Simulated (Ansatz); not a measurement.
# Random alloy of the fcc Cu-Al line, x = 0.0938 (128 atoms), relaxed: mesh and functional compared

Which bonds does the relaxation leave, and how do forces and pressure change with k-mesh and functional?

Calculated with Ansatz 0.2.0: Kohn-Sham DFT, PBE, PAW (set soft_2), plane waves; cutoff 420 eV, k-mesh 2×2×2, fermi-dirac smearing of 0.1 eV.

**The cell**

The cell holds 128 atoms: 116 Cu and 12 Al. Its edges and angles: a = 12.724 Å, b = 12.724 Å, c = 12.724 Å, α = 109.5°, β = 109.5°, γ = 109.5°. It derives from Cu (fcc Cu-Al) and Al. Fcc Cu-Al: 128 atoms, 12 of 128 Cu sites given to Al at random, cell and internal coordinates interpolated linearly between the end members (Vegard's rule); not relaxed, displaced by a Gaussian of 0.02 Å. Lattice constants are starting values near those of PBE.

Cell and atoms were relaxed with PBE. The walk converged after 3 steps by the program's count, with a largest force component of 0.0239 eV/Å; it began at an r.m.s. force component of 0.18 eV/Å. The edges went from 12.724, 12.724, 12.724 to 12.650, 12.647, 12.645 Å, and the volume from 12.389 to 12.172 Å³ an atom (-1.7 %).

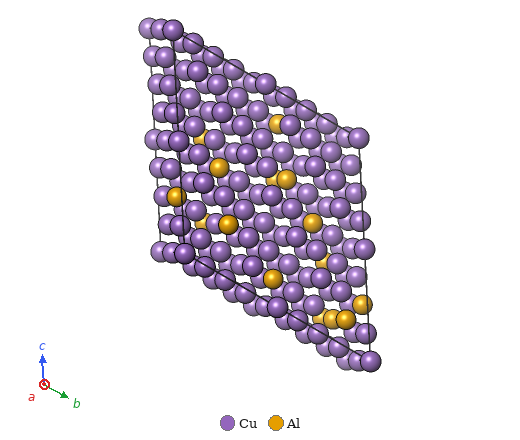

The relaxed cell. Some periodic images of atoms are drawn too.

The input of the reference single point:

```yaml
crystal:
  lattice:
    - [-7.26287, 7.32474, 7.32341]
    - [7.26556, -7.31912, 7.32049]
    - [7.26408, 7.32033, -7.31779]
  atoms:
    - { symbol: Cu, position: [0.49875, 0.0006, 0.9981] }
    - { symbol: Cu, position: [0.75022, 0.12707, 0.12403] }
    - { symbol: Cu, position: [0.62391, 0.24996, 0.12466] }
    - { symbol: Cu, position: [0.62438, 0.12467, 0.24803] }
    [... 122 atom lines left out ...]
    - { symbol: Cu, position: [0.12554, 0.00048, 0.87509] }
    - { symbol: Cu, position: [0.12555, 0.87543, 0.99989] }
kpoints:
  mp_grid: { grid: [2, 2, 2] }
hamiltonian:
  xc: pbe
scf:
  occupations: { method: fermi_dirac, width: 0.1 }
output:
  forces: true
  stress: true
  populations: true
  dos:
    method: { smearing: { sigma: 0.08 } }
    de: 0.05
    projected: { site_lists: { Al: [Al], Cu: [Cu] } }
  eigenvalues: true
  write_density: true
  write_potential: true
  volumetric_format: npy
```

**Bonds after relaxation**

Bonds by pair of elements; cutoffs follow the first minimum of g(r), held within bounds set by covalent radii, and pairs that aren't listed don't count as bonded:

```
pair A-B  cutoff (Å)  bonds  mean length (Å)  spread (Å)  shortest (Å)  B about A  A about B
   Cu-Cu        3.02    626             2.58       0.012          2.55       10.8       10.8
   Cu-Al        3.02    140             2.59       0.017          2.53       1.21       11.7
   Al-Al        3.05      2             2.73       0.005          2.73      0.333      0.333
```

How many atoms have how many bonded neighbours:

```
element  mean   12
     Al    12   12
     Cu    12  116
```

**Levels of theory**

Single points at the relaxed geometry:

| functional | k-mesh | pressure (GPa) | r.m.s. force component (eV/Å) | SCF cycles | time |
| --- | --- | --- | --- | --- | --- |
| PBE | 2×2×2 | 0.03 | 0.004 | 10 | 14 s |
| PBE | 3×3×3 | 0.12 | 0.008 | 10 | 32 s |
| r2SCAN | 2×2×2 | -5.85 | 0.016 | 14 | 22 s |
| PBEsol | 2×2×2 | -7.30 | 0.024 | 10 | 14 s |

Cutoffs: 420 eV for PBE and PBEsol; 500 eV for r2SCAN.

**Findings**

Every run has partly filled levels at the Fermi energy, as in a metal. Against the reference the pressure changes with r2SCAN by -5.9 GPa and PBEsol by -7.3 GPa; a negative change means a smaller volume than PBE would take. The denser mesh moves the energy by +1.1 meV/atom and the pressure by +0.09 GPa.

Limits: All single points share the geometry relaxed with PBE. One random arrangement of the atoms on their sites. In some runs the program notes that it cut back its plan to fit the GPU's memory.

[Logs are printed without paths, hosts, clocks, repeated set-up lines and the standing remarks that a program may print on its own settings, such as how far it seeks lower states.]

[Hosts, paths, dates, database ids (printed as entryN), source tags and the programs' standing remarks are cut or masked in the printed files.]
